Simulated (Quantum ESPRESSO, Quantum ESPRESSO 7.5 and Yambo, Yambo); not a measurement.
## CdWO4 (P2/c): one start, several treatments of the self-energy

Aim: compare treatments of exchange, screening and correlation for the gap of CdWO4 (P2/c).

Program: Quantum ESPRESSO 7.5 and Yambo 5.3.0. Level of theory: LDA and many-body steps on it, plane waves. Results are calculated unless marked as measured.

**The experiments to reproduce.**

- Gap 4.15 eV: direct gap from absorption edge with Urbach fit; optical absorption; 300 K; bulk crystal (thin cleaved platelet of Czochralski crystal, 10-30 um thick) (“Optical absorption of divalent metal tungstates: Correlation between the band-gap energy and the cation ionic radius”, 2008, arxiv:0807.2115).

## (1) Set-up

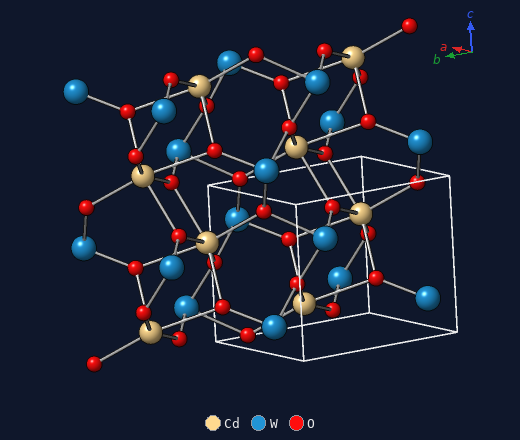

Start, viewed from a free direction; cadmium orange, tungsten blue, oxygen red. 1×2×2 cells are drawn. Some periodic images of atoms are drawn too.

The cell and positions come from the Crystallography Open Database and are kept as given unless a step says otherwise. Spin-orbit coupling is left out unless a step names it.

## (2) Empty states on the mesh, 4×2×2 mesh, 349 bands

This step: Quantum ESPRESSO 7.5; DFT, LDA, plane waves, norm-conserving pseudopotentials.

The sums over transitions need many empty states on a uniform mesh; this step solves for them.

pw.in reads:

```
&control
  calculation = 'nscf'
  prefix = 'x'
  outdir = 'o'
  pseudo_dir = 'pseudo'
/
&system
  ibrav = 0
  nat = 12
  ntyp = 3
  ecutwfc = 94.0
  nbnd = 349
  force_symmorphic = .true.
/
&electrons
  conv_thr = 1e-9
  electron_maxstep = 80
  diago_full_acc = .true.
  diago_thr_init = 5e-6
/
ATOMIC_SPECIES
  Cd 112.41 Cd.upf
  W 183.84 W.upf
  O 15.999 O.upf
CELL_PARAMETERS angstrom
  5.0400000000 -0.0000000000 0.0000000000
  -0.0000000000 5.8701000000 -0.0000000000
  -0.1309573182 -0.0000000000 5.0824131071
ATOMIC_POSITIONS crystal
  Cd 0.5000000000 0.6972900000 0.2500000000
  Cd 0.5000000000 0.3027100000 0.7500000000
  W 0.0000000000 0.1785500000 0.2500000000
  W 0.0000000000 0.8214500000 0.7500000000
  O 0.2018000000 0.0955000000 0.9504000000
  O 0.7982000000 0.0955000000 0.5496000000
  O 0.7982000000 0.9045000000 0.0496000000
  O 0.2018000000 0.9045000000 0.4504000000
  O 0.2420000000 0.3703000000 0.3839000000
  O 0.7580000000 0.3703000000 0.1161000000
  O 0.7580000000 0.6297000000 0.6161000000
  O 0.2420000000 0.6297000000 0.8839000000
K_POINTS automatic
  4 2 2 0 0 0
```

Launch:

```console
> OMP_NUM_THREADS=1 mpirun -n 8 pw.x -nk 4 -in pw.in > pw.out
```

Log:

```text
Program PWSCF v.7.5 starts

     This program is part of the open-source Quantum ESPRESSO suite
     for quantum simulation of materials; please cite
         "P. Giannozzi et al., J. Phys.:Condens. Matter 21 395502 (2009);
         "P. Giannozzi et al., J. Phys.:Condens. Matter 29 465901 (2017);
         "P. Giannozzi et al., J. Chem. Phys. 152 154105 (2020);
     in publications or presentations arising from this work. More details at

     Atomic positions and unit cell read from directory:
     o/x.save/

     Message from routine setup:
[...]
19.2524  19.5519  19.9276  20.3285  20.3773  20.4149  21.7715  22.0866
     [... 32 further rows ...]
    89.7270  89.7658  89.7750  90.3404  90.4005  90.6827  90.6948  91.0565
    91.0820  91.3117  91.4397  91.7065  91.8483

          k = 0.0000-0.4293-0.4958 ( 15656 PWs)   bands (ev):

     [... further k-points ...]

     highest occupied, lowest unoccupied level (ev):     8.7283   11.7260

     XML data file, pseudopotentials, collected wavefunctions

=------------------------------------------------------------------------------=
   JOB DONE.
=------------------------------------------------------------------------------=
```

Run time: 2.8 min. Hardware: 8 MPI ranks of Arm Neoverse V2, shared host; peak memory 2.5 GiB; 22 min of CPU time.

Numbers from this step:

* gap: 2.998 eV
* k of the valence top: 0, -0.5, 0
* k of the conduction bottom: 0, -0.5, 0
* least direct gap: 2.998 eV
* k points computed: 12
* lowest point of the top converged band, above the valence top: 81.7567 eV

On this mesh the gap is 2.998 eV.

The density comes from a self-consistent run that is not shown.

## (3) Conversion and set-up

This step: Yambo 5.3.0; conversion and set-up on LDA, plane waves, norm-conserving pseudopotentials.

The states are converted to the many-body program's format and the q mesh is built.

Launch:

```console
> (cd o/x.save; p2y > p2y.log; mv SAVE ../..); yambo > setup.log
```

Log:

```text
 Yambo, version 5.3.0

 [02] CORE Variables Setup
 =========================

  [02.01] Unit cells
  ==================

  Cell kind             :  Unknown
  Atoms in the cell     :  Cd  W  O
  number of Cd atoms    :  2
  number of W  atoms    :  2
  number of O  atoms    :   8

  List of atomic masses
  Mass of Cd    :  112.4100
  Mass of W     :  183.8400
  Mass of O     :  15.99900

  List of atomic coordinates    : [cc]
  Cd1       :  4.700241  7.734955  2.401092  order 1
  Cd2       :  4.576505  3.357926  7.203277  order 2
[...]
K/Q-points units:
 rlu = crystal or reduced units; cc = cartesian coordinates; iku = interal k-units

 Q [ 1]         [rlu]:  0.000000  0.000000  0.000000
 Q [ 2]         [rlu]:  0.35366E-17   0.0000     -0.50000
 Q [ 3]         [rlu]:  0.000000 -0.500000  0.000000
[...]
Q [ 8]         [rlu]:  0.250000 -0.500000 -0.500000
 Q [ 9]         [rlu]: -0.50000       0.0000      0.12732E-17
 Q [10]         [rlu]:  0.500000  0.000000 -0.500000
 Q [11]         [rlu]: -0.50000     -0.50000      0.12732E-17
 Q [12]         [rlu]:  0.500000  0.500000 -0.500000

  [03.01] X indexes
  =================

   [03.01.01] Sigma indexes
   ========================

 [06] Game Over & Game summary
```

Elapsed: 4.7 s, on 1 MPI rank; peak memory 0.26 GiB.

## (4) G0W0, Godby-Needs plasmon pole

Now the one-shot GW correction: screening in the RPA, then the self-energy of the levels asked for.

This step: G0W0 on LDA, plane waves, norm-conserving pseudopotentials.

gw2.in reads:

```
HF_and_locXC
gw0
dyson
ppa
em1d
rim_cut
RandQpts= 1000000
RandGvec= 1 RL
EXXRLvcs= 94 Ry
VXCRLvcs= 376 Ry
Chimod= "HARTREE"
% BndsRnXp
 1 | 176 |
%
NGsBlkXp= 6 Ry
% LongDrXp
 1 | 1 | 1 |
%
% GbndRnge
 1 | 176 |
%
DysSolver= "n"
ExtendOut
PPAPntXp= 27.21138 eV
% QPkrange
 3 | 3 | 57 | 60 |
 1 | 1 | 57 | 60 |
%
```

Launch:

```console
> OMP_NUM_THREADS=2 mpirun -n 4 yambo -F gw2.in -J gw2 -C gw2 > gw2.log
```

Log:

```text
 Yambo, version 5.3.0

 [02] CORE Variables Setup
 =========================

  [... cell, symmetries and grids as in the set-up ...]

  [02.05] Energies & Occupations
  ==============================

  [X] === General ===
  [X] Electronic Temperature                        :  0.000000  0.000000 [eV K]
  [X] Bosonic    Temperature                        :  0.000000  0.000000 [eV K]
  [X] Finite Temperature mode                       : no
  [X] El. density                                   :  0.77146E+24 [cm-3]
  [X] Fermi Level                                   :  8.728327 [eV]

  [X] === Gaps and Widths ===
  [X] Conduction Band Min                           :  2.997649 [eV]
  [X] Valence Band Max                              :  0.000000 [eV]
  [X] Filled Bands                                  :   58
  [X] Empty Bands                                   :    59   349
  [X] Direct Gap                                    :  2.997649 [eV]
  [X] Direct Gap localized at k                     :  3
  [X] Indirect Gap                                  :  2.997649 [eV]
  [X] Indirect Gap between kpts                     :  3  3
  [X] Last valence band width                       :  0.441199 [eV]
  [X] 1st conduction band width                     :  0.717368 [eV]

 [03] Transferred momenta grid and indexing
 ==========================================

 IBZ Q-points                                      :  12
 BZ  Q-points                                      :  16

 K/Q-points units:
 rlu = crystal or reduced units; cc = cartesian coordinates; iku = interal k-units

 Q [ 1]         [rlu]:  0.000000  0.000000  0.000000
 Q [ 2]         [rlu]:  0.35366E-17   0.0000     -0.50000
 Q [ 3]         [rlu]:  0.000000 -0.500000  0.000000
 Q [ 4]         [rlu]:  0.35366E-17 -0.50000     -0.50000
 Q [ 5]         [rlu]:  0.25000       0.0000     -0.63661E-18
 Q [ 6]         [rlu]:  0.250000  0.000000 -0.500000
 Q [ 7]         [rlu]:  0.25000     -0.50000     -0.63661E-18
 Q [ 8]         [rlu]:  0.250000 -0.500000 -0.500000
 Q [ 9]         [rlu]: -0.50000       0.0000      0.12732E-17
 Q [10]         [rlu]:  0.500000  0.000000 -0.500000
 Q [11]         [rlu]: -0.50000     -0.50000      0.12732E-17
 Q [12]         [rlu]:  0.500000  0.500000 -0.500000

 [04] Coloumb potential Random Integration (RIM)
 ===============================================

  [04.01] RIM initialization
  ==========================

  * Diagonal components only detected *

  8 x (sBL volume)        :  0.122227 [a.u.]
  sBZ random points       :  1000000
  Points outside the sBZ  :   7990763
  RL volume               :  0.244454 [a.u.]
  Integrated volume       :  0.244736 [a.u.]

  [04.02] RIM integrals
  =====================

  Gamma point sphere radius             :  0.090020 [a.u.]
  Points outside the sphere             :   802047
  [Int_sBZ(q=0) 1/q^2]*(Vol_sBZ)^(-1/3) =:  7.360908
                                 should be <:  7.795600

  Summary of Coulomb integrals for non-metallic bands |Q|[au] RIM/Bare

  Q [1] 0.100000E-4 0.944239 * Q [5] 0.164981 0.757648
  Q [3] 0.283208 1.090704 * Q [2] 0.327100 1.166716
  Q [7] 0.327758 1.035984 * Q [9] 0.329963 0.924099
  Q [6] 0.362537 1.099478 * Q [4] 0.432668 1.091057
  Q [11] 0.434836 0.993103 * Q [10] 0.458595 1.023114
  Q [8] 0.460044 1.064249 * Q [12] 0.538996 1.023870

 [05] Dipoles
 ============

  [05.01] Setup: observables and procedures
  =========================================

  [WARNING] [x,Vnl] slows the Dipoles computation. To neglect it rename the ns.kb_pp file

 [06] Dynamic Dielectric Matrix (PPA)
 ====================================

 [WR./gw2//ndb.pp]---------------------------------------------------------------
  Brillouin Zone Q/K grids (IBZ/BZ)                :  12  16  12  16
  RL vectors                                       :  18397 [WF]
  Coulomb cutoff potential                         : none
  Electronic Temperature                           :  0.000000 [K]
  Bosonic    Temperature                           :  0.000000 [K]
  PPA    diel. fun.  energies                      : Slater exchange(X)+Perdew & Wang(C)
  wavefunctions                                    : Slater exchange(X)+Perdew & Wang(C)
  Global Gauge                                     : length
  X matrix size                                    :  261
  X band range                                     :    1  176
  X e/h energy range                               : -1.000000 -1.000000 [eV]
  X Time ordering                                  : R
  X Hxc Kernel                                     : HARTREE
  X Drude frequency                                :  0.000000  0.000000
  X poles                                          :  100.0000 [o/o]
  RL vectors in the sum                            :  18397
  [r,Vnl] included                                 : yes
  Field direction                                  :  0.577350E-5  0.577350E-5  0.577350E-5
  BZ energy Double Grid                            : no
  BZ energy DbGd points                            : 0
  BZ Q point size factor                           : -1.000000
  X Optical Averaged directions                    : none

 [07] Local Exchange-Correlation + Non-Local Fock
 ================================================

 [VXC] Plane waves :  125031
 [EXS] Plane waves :  15645

 QP @ state[ 1 ] K range:  1  1
 QP @ state[ 1 ] b range:   57   60
 QP @ state[ 2 ] K range:  3  3
 QP @ state[ 2 ] b range:   57   60

 [xc] Functional : Slater exchange(X)+Perdew & Wang(C)
 [xc] LIBXC used to calculate xc functional
  PP Number of Atomic Species                      :  3
  NLCC RL compoments                               :  125031
  PP Number of Atomic Species                      :  3
  NLCC RL compoments                               :  125031

 [xc] E_xc :  -72.74790 [Ha]
      E_xc :  -145.4958 [Ry]

  Local XC kind (lXC) : Slater exchange(X)+Perdew & Wang(C)
  Non-Local XC kind (nlXC) : Hartree-Fock

  Corrections @ K [1] :  [eV]
 <57|nlXC|57> = -24.80884 -0.16259E-17 <57|lXC|57> = -19.76322  0.000000
 <58|nlXC|58> = -25.53299 -0.79808E-17 <58|lXC|58> = -20.82945 -0.18882E-15
 <59|nlXC|59> = -11.91698  0.66353E-18 <59|lXC|59> = -17.16864  0.37763E-15
 <60|nlXC|60> = -12.37477 -0.20737E-17 <60|lXC|60> = -18.08660 -0.59005E-17

  Corrections @ K [3] :  [eV]
 <57|nlXC|57> = -24.48096 -0.47020E-17 <57|lXC|57> = -19.43870 -0.15489E-16
 <58|nlXC|58> = -25.78578 -0.78411E-17 <58|lXC|58> = -20.95771  0.18882E-15
 <59|nlXC|59> = -11.49919  0.26015E-17 <59|lXC|59> = -17.10840 -0.64906E-16
 <60|nlXC|60> = -11.09630 -0.16446E-17 <60|lXC|60> = -16.65712 -0.21242E-15

 [08] Dyson equation: Newton solver
 ==================================

  [08.01] G0W0 (W PPA)
  ====================

  [  GW  ] Bands range     :    1  176
  [GW/PPA] G damping       :  0.100000 [eV]

  QP @ state[ 1 ] K range:  1  1
  QP @ state[ 1 ] b range:   57   60
  QP @ state[ 2 ] K range:  3  3
  QP @ state[ 2 ] b range:   57   60

   Sc/G bands                                       :    1  176
   Sc/G damping                                     :  0.100000 ev
   Sc bands terminator                              : no
   Sx RL components                                 :  15645

   QP @ state[ 1 ] K range                          :  1  1
   QP @ state[ 1 ] b range                          :   57   60
   QP @ state[ 2 ] K range                          :  3  3
   QP @ state[ 2 ] b range                          :   57   60
   GF energies kind                                 : Slater exchange(X)+Perdew & Wang(C)
   GF WF`s kind                                     : Slater exchange(X)+Perdew & Wang(C)
   Xs energies kind                                 : Slater exchange(X)+Perdew & Wang(C)
   Xs WF`s kind                                     : Slater exchange(X)+Perdew & Wang(C)

 [11] Game Over & Game summary
```

Run time: 2.3 min. Hardware: 4 MPI ranks; peak memory 7.4 GiB; 16 min of CPU time.

Numbers from this step:

- G0W0 gap on the points computed: 4.878 eV
- starting gap on the mesh: 2.998 eV
- k of the valence top: 0, -0.5, 0
- k of the conduction bottom: 0, -0.5, 0
- least direct G0W0 gap on the computed points: 4.878 eV
- Z at the valence top: 0.7871
- Z at the conduction bottom: 0.8244

The gap on the mesh goes from 3.00 eV to 4.88 eV, a correction of +1.88 eV.

(Continued in part 2 of 2.)

[Paths, hosts, dates, memory and timing lines, banners, echoed tables and standing remarks are left out of the program output.]

[Logs are printed without paths, hosts, clocks, repeated set-up lines and the standing remarks that a program may print on its own settings, such as how far it seeks lower states.]

[Runs of the session that timed out or met a known fault of the program may be left out.]

[Hosts, paths, dates, database ids (printed as entryN), source tags and the programs' standing remarks are cut or masked in the printed files.]
